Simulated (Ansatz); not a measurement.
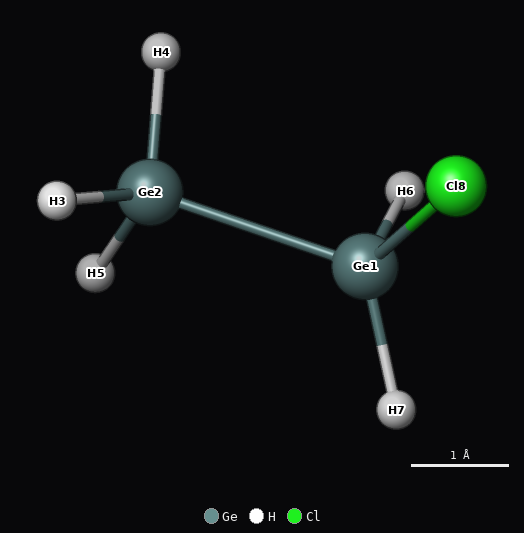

*The structure as given in the input (ball-and-stick view, seen at a tilt; atoms are numbered from 1 in the order of the input). Sticks mark near contacts.*

Ge₂H₅Cl: geometry relaxation

The run: geometry relaxation of Ge₂H₅Cl. Method and program: RKS BHLYP-D4/def2-SVP (Ansatz 0.2.0).

It belongs to a series of runs on one base structure; here: end point A relaxed. Figures and captions count atoms from 1; the log counts them from 0 in places.

Input
```yaml
crystal:
  periodic: [false, false, false]
  atoms:
    - { symbol: Ge, position_ang: [0.271676, 0.043875, 0.02956] }
    - { symbol: Ge, position_ang: [1.067103, -0.027454, 2.279761] }
    - { symbol: H, position_ang: [0.064016, -0.430945, 3.357195] }
    - { symbol: H, position_ang: [2.238661, -1.006266, 2.289912] }
    - { symbol: H, position_ang: [1.588938, 1.376227, 2.602416] }
    - { symbol: H, position_ang: [1.736305, -0.002789, -0.425335] }
    - { symbol: H, position_ang: [-0.51296, 1.245965, -0.474868] }
    - { symbol: Cl, position_ang: [-0.771838, -1.745313, -0.59604] }
basis:
  gaussian: { orbitals: def2-SVP }
hamiltonian:
  xc: { name: BHLYP }
  dispersion: d4
relax:
  f_tol: 0.03
  max_steps: 50
```

Launched with:
```bash
ansatz run input.yaml --threads 2 --pin off --max-ram 3072MiB --backend cpu --events-out ev --progress --plain --runs-dir out
```

Log
```
The last accepted step is kept in [file] (removed where the run ends without a failure and the disk answers)
Engine: ansatz 0.2.0, aarch64-unknown-linux-gnu
Functional definition: BHLYP
  parameter a = 0.5
  exchange = (1 - a)*b88_x + a*exact_x
  correlation = lyp_c
1124 factors; integrals over basis functions are off by at most 2.9e-4 eV
mean field evaluation 1: about -125621.5649 eV, gradient 1.6e1 eV
mean field evaluation 2: about -125621.7656 eV, gradient 1.4e1 eV
mean field evaluation 4: about -125622.0406 eV, gradient 4.0e-1 eV
mean field evaluation 8: about -125622.0551 eV, gradient 5.3e-3 eV
mean field -125622.05505347 eV, -4616.5253735280 hartree, gradient 9.0e-6 eV, S^2 0.000000; 0 other end points of the search recorded, 0 dependent functions left out
the calculation of the forces begins
reference -125622.05523575 eV, -4616.5253802265 hartree; 43, 43 occupied and 64, 64 virtual orbitals, 1124 factors
relax step   1: F+E_penalty+E_count = -125622.31047688 eV  Δ(F+E_penalty+E_count) = +0.000e0 eV  max|allowed force component| = 8.933e-1 eV/Å  Δτ_max = 0.0000 Å  (25 SCF iters, accepted)
these checks for a lower state are left out or cut short: starts, cluster_reference, orbital_swaps, neighbouring_geometries, increment
1124 factors; integrals over basis functions are off by at most 3.0e-4 eV
mean field evaluation 16: about -125622.2143 eV, gradient 5.6e-2 eV
mean field -125622.22835865 eV, -4616.5317423757 hartree, gradient 1.2e-5 eV, S^2 0.000000; 0 other end points of the search recorded, 0 dependent functions left out
the calculation of the forces begins
reference -125622.22854135 eV, -4616.5317490900 hartree; 43, 43 occupied and 64, 64 virtual orbitals, 1124 factors
relax step   2: F+E_penalty+E_count = -125622.48265820 eV  Δ(F+E_penalty+E_count) = -1.722e-1 eV  max|allowed force component| = 3.805e-1 eV/Å  Δτ_max = 0.1977 Å  (29 SCF iters, accepted)
these checks for a lower state are left out or cut short: starts, cluster_reference, orbital_swaps, neighbouring_geometries, increment
1124 factors; integrals over basis functions are off by at most 3.1e-4 eV
mean field -125622.31440492 eV, -4616.5349045177 hartree, gradient 8.4e-6 eV, S^2 0.000000; 0 other end points of the search recorded, 0 dependent functions left out
the calculation of the forces begins
reference -125622.31458877 eV, -4616.5349112741 hartree; 43, 43 occupied and 64, 64 virtual orbitals, 1124 factors
relax step   3: F+E_penalty+E_count = -125622.56851000 eV  Δ(F+E_penalty+E_count) = -8.585e-2 eV  max|allowed force component| = 2.771e-1 eV/Å  Δτ_max = 0.1999 Å  (28 SCF iters, accepted)
these checks for a lower state are left out or cut short: starts, cluster_reference, orbital_swaps, neighbouring_geometries, increment
1124 factors; integrals over basis functions are off by at most 3.4e-4 eV
mean field evaluation 32: about -125622.3413 eV, gradient 8.5e-5 eV
mean field -125622.34131562 eV, -4616.5358934679 hartree, gradient 8.7e-5 eV, S^2 0.000000; 0 other end points of the search recorded, 0 dependent functions left out
the calculation of the forces begins
reference -125622.34150100 eV, -4616.5359002805 hartree; 43, 43 occupied and 64, 64 virtual orbitals, 1124 factors
relax step   4: F+E_penalty+E_count = -125622.59717677 eV  Δ(F+E_penalty+E_count) = -2.867e-2 eV  max|allowed force component| = 1.972e-1 eV/Å  Δτ_max = 0.1742 Å  (23 SCF iters, accepted)
these checks for a lower state are left out or cut short: starts, cluster_reference, orbital_swaps, neighbouring_geometries, increment
1124 factors; integrals over basis functions are off by at most 3.3e-4 eV
mean field -125622.34436950 eV, -4616.5360056958 hartree, gradient 2.3e-5 eV, S^2 0.000000; 0 other end points of the search recorded, 0 dependent functions left out
the calculation of the forces begins
reference -125622.34455498 eV, -4616.5360125121 hartree; 43, 43 occupied and 64, 64 virtual orbitals, 1124 factors
relax step   5: F+E_penalty+E_count = -125622.60181617 eV  Δ(F+E_penalty+E_count) = -4.639e-3 eV  max|allowed force component| = 1.154e-1 eV/Å  Δτ_max = 0.0814 Å  (23 SCF iters, accepted)
these checks for a lower state are left out or cut short: starts, cluster_reference, orbital_swaps, neighbouring_geometries, increment
1124 factors; integrals over basis functions are off by at most 3.4e-4 eV
mean field -125622.34782092 eV, -4616.5361325334 hartree, gradient 2.7e-5 eV, S^2 0.000000; 0 other end points of the search recorded, 0 dependent functions left out
the calculation of the forces begins
reference -125622.34800693 eV, -4616.5361393691 hartree; 43, 43 occupied and 64, 64 virtual orbitals, 1124 factors
relax step   6: F+E_penalty+E_count = -125622.60543434 eV  Δ(F+E_penalty+E_count) = -3.618e-3 eV  max|allowed force component| = 2.163e-2 eV/Å  Δτ_max = 0.0433 Å  (23 SCF iters, accepted)
```

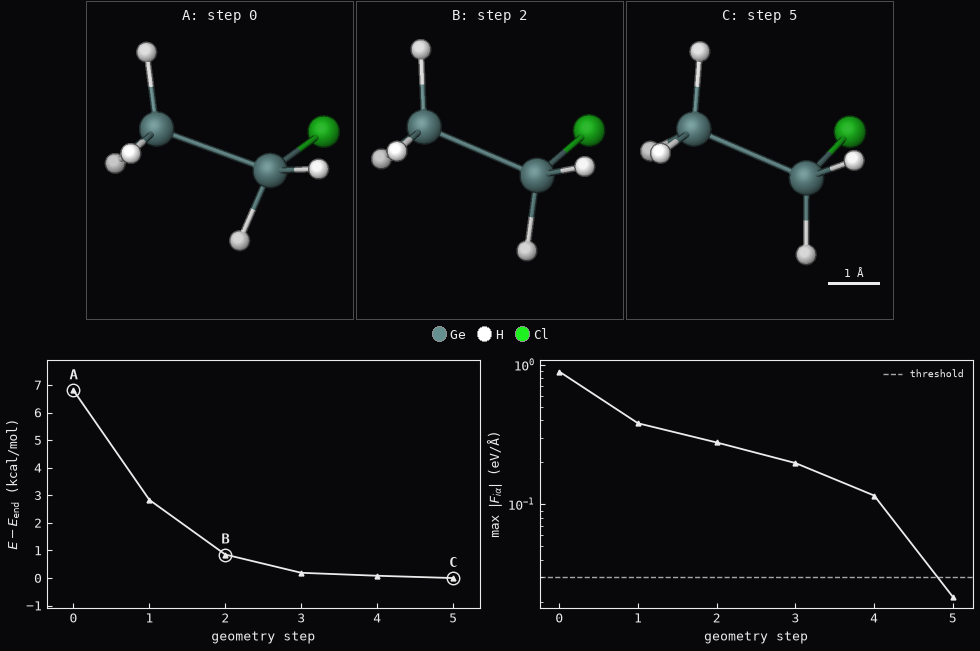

*Frames of the relaxation (ball-and-stick view, seen at a tilt) above the curves, on which the letters mark them (the first geometry is step 0 here and step 1 in the log).*

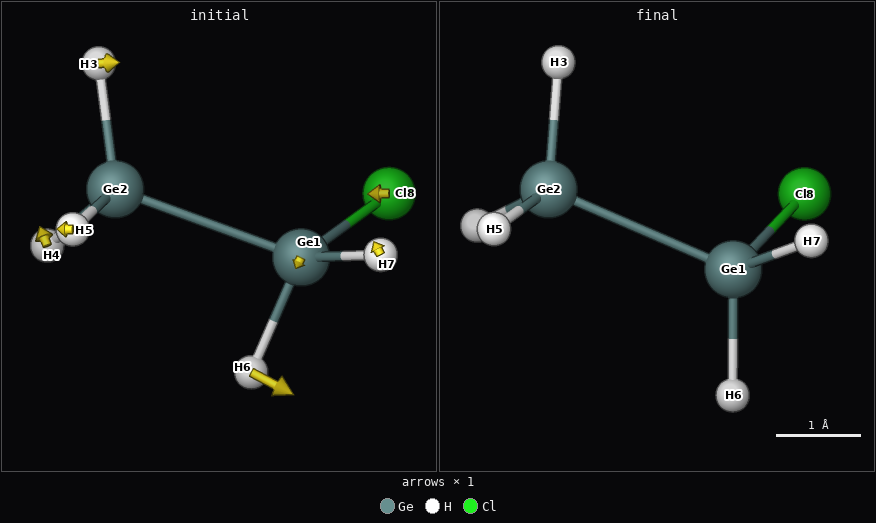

*Before (left) and after (right) the relaxation, at one scale (ball-and-stick view, seen at a tilt). The yellow arrows give the displacements, at true length.*

Over 5 geometry steps the energy falls by 6.80 kcal/mol. Largest force component: 0.89 eV/Å at the start, 0.022 eV/Å at the end. The atom that moves furthest after the best rigid fit is H6 (0.60 Å). Largest moves by element: H 0.60 Å, Cl 0.28 Å, Ge 0.16 Å. Distances before and after: Ge1–Ge2 2.388 → 2.425 Å, Ge1–Cl8 2.164 → 2.177 Å, Ge1–H7 1.522 → 1.530 Å, Ge1–H6 1.534 → 1.530 Å. Among the angles that change: Ge2–Ge1–H6 87.7° → 113.6°, Ge2–Ge1–Cl8 114.1° → 105.6°, Ge1–Ge2–H3 117.0° → 109.0°. (Atoms are counted from 1 in the order of the input.)

```
1124 factors; integrals over basis functions are off by at most 3.4e-4 eV
mean field -125622.34782092 eV, -4616.5361325333 hartree, gradient 2.7e-5 eV, S^2 0.000000; 1 other end points of the search recorded, 0 dependent functions left out
the calculation of the forces begins
reference -125622.34800693 eV, -4616.5361393691 hartree; 43, 43 occupied and 64, 64 virtual orbitals, 1124 factors
Total energy: -125622.60562035 eV, -4616.5456064876 hartree
Atom 0 at     0.426286     0.072721    -0.005647 Å, force     0.012539     0.003614     0.021631 eV/Å
Atom 1 at     1.099950    -0.016710     2.322688 Å, force     0.000077     0.007300    -0.009470 eV/Å
Atom 2 at    -0.128507    -0.304681     3.185597 Å, force    -0.005295     0.006181    -0.001711 eV/Å
Atom 3 at     2.127651    -1.134106     2.504113 Å, force     0.001445    -0.003731    -0.002777 eV/Å
Atom 4 at     1.720164     1.318588     2.745842 Å, force     0.006540     0.003469     0.005594 eV/Å
Atom 5 at     1.601774     0.150223    -0.981813 Å, force    -0.003980     0.001870     0.001123 eV/Å
Atom 6 at    -0.580246     1.182947    -0.313037 Å, force    -0.002918    -0.003623     0.000997 eV/Å
Atom 7 at    -0.585172    -1.815682    -0.395144 Å, force    -0.008409    -0.015080    -0.015386 eV/Å
Dipole moment:     0.215043     0.359101     0.150066 e Å
```

Trajectory as extended XYZ (Å, eV, eV/Å), 6 frames, from step=1 to step=6
```
8
Properties=species:S:1:pos:R:3:forces:R:3 step=1 energy=-125622.31048
Ge    0.2717    0.0439    0.0296    0.5223  -0.0377   0.1896
Ge    1.0671   -0.0275    2.2798   -0.4565   0.0243   0.7206
H     0.0640   -0.4309    3.3572   -0.0344  -0.0172   0.0919
H     2.2387   -1.0063    2.2899    0.0297  -0.0480  -0.0560
H     1.5889    1.3762    2.6024    0.0621   0.0385  -0.0208
H     1.7363   -0.0028   -0.4253   -0.1562   0.0483  -0.8933
H    -0.5130    1.2460   -0.4749    0.0035   0.0019  -0.0213
Cl   -0.7718   -1.7453   -0.5960    0.0295  -0.0101  -0.0108
8
Properties=species:S:1:pos:R:3:forces:R:3 step=2 energy=-125622.48266
Ge    0.3274    0.0442    0.0463    0.3805  -0.0067  -0.1841
Ge    1.0309   -0.0264    2.3494    0.1633   0.0367  -0.0433
H     0.0358   -0.4396    3.4212   -0.1097   0.0026   0.0340
H     2.2137   -1.0027    2.2944   -0.0689  -0.0057   0.1385
H     1.5905    1.3779    2.6172   -0.0345  -0.0281   0.1157
H     1.7232    0.0039   -0.6225   -0.3280   0.0507  -0.1894
H    -0.4938    1.2280   -0.4602    0.0080   0.0266   0.0790
Cl   -0.7458   -1.7321   -0.5833   -0.0107  -0.0761   0.0496
8
Properties=species:S:1:pos:R:3:forces:R:3 step=3 energy=-125622.56851
Ge    0.3835    0.0526    0.0136   -0.0106  -0.2771   0.0271
Ge    1.0644   -0.0268    2.3437    0.0370   0.0136  -0.0973
H    -0.0343   -0.4131    3.3310   -0.0311  -0.0105  -0.0568
H     2.2208   -1.0291    2.4026   -0.0402  -0.0123   0.0798
H     1.6030    1.3661    2.6872    0.0087   0.0090   0.0577
H     1.6725    0.0367   -0.8131   -0.0662   0.0184  -0.1173
H    -0.5001    1.2283   -0.3882   -0.0441   0.0514   0.0049
Cl   -0.7278   -1.7614   -0.5142    0.1464   0.2074   0.1019
8
Properties=species:S:1:pos:R:3:forces:R:3 step=4 energy=-125622.59718
Ge    0.4279    0.0620   -0.0043    0.0423  -0.0514  -0.1705
Ge    1.0985   -0.0254    2.3306    0.0327   0.0091   0.0472
H    -0.1045   -0.4013    3.2065    0.0880   0.0311  -0.0834
H     2.2197   -1.0593    2.5078   -0.1017   0.0491  -0.0209
H     1.6281    1.3557    2.7489   -0.0312  -0.0693  -0.0044
H     1.6260    0.0647   -0.9787   -0.1972   0.0243   0.1594
H    -0.5219    1.2255   -0.3297    0.0927  -0.0831   0.0333
Cl   -0.6918   -1.7686   -0.4186    0.0744   0.0903   0.0393
8
Properties=species:S:1:pos:R:3:forces:R:3 step=5 energy=-125622.60182
Ge    0.4251    0.0563   -0.0025    0.0512   0.1153  -0.0002
Ge    1.1061   -0.0067    2.3177   -0.0304  -0.0832   0.0426
H    -0.1233   -0.3372    3.1625   -0.0061   0.0064   0.0420
H     2.1553   -1.1051    2.4884    0.0211  -0.0006   0.0289
H     1.6880    1.3373    2.7659    0.0067   0.0015  -0.0326
H     1.6062    0.1188   -0.9698    0.0088  -0.0243  -0.0487
H    -0.5482    1.1953   -0.3027   -0.0520   0.0015  -0.0340
Cl   -0.6272   -1.8054   -0.3968    0.0007  -0.0168   0.0021
8
Properties=species:S:1:pos:R:3:forces:R:3 step=6 energy=-125622.60543
Ge    0.4263    0.0727   -0.0056    0.0125   0.0036   0.0216
Ge    1.0999   -0.0167    2.3227    0.0001   0.0073  -0.0095
H    -0.1285   -0.3047    3.1856   -0.0053   0.0062  -0.0017
H     2.1277   -1.1341    2.5041    0.0014  -0.0037  -0.0028
H     1.7202    1.3186    2.7458    0.0065   0.0035   0.0056
H     1.6018    0.1502   -0.9818   -0.0040   0.0019   0.0011
H    -0.5802    1.1829   -0.3130   -0.0029  -0.0036   0.0010
Cl   -0.5852   -1.8157   -0.3951   -0.0084  -0.0151  -0.0154
```

Results in brief

- outcome: converged
- total energy: −125622.6056 eV
- mean-field energy: −125622.3480 eV
- largest force (length of the vector) at the end: 0.025 eV/Å
- hardware: 2 threads of Arm Neoverse V2, 24 GiB of memory available, shared host
- wall time: 16 s (CPU time 31 s)
- peak memory: 0.27 GiB
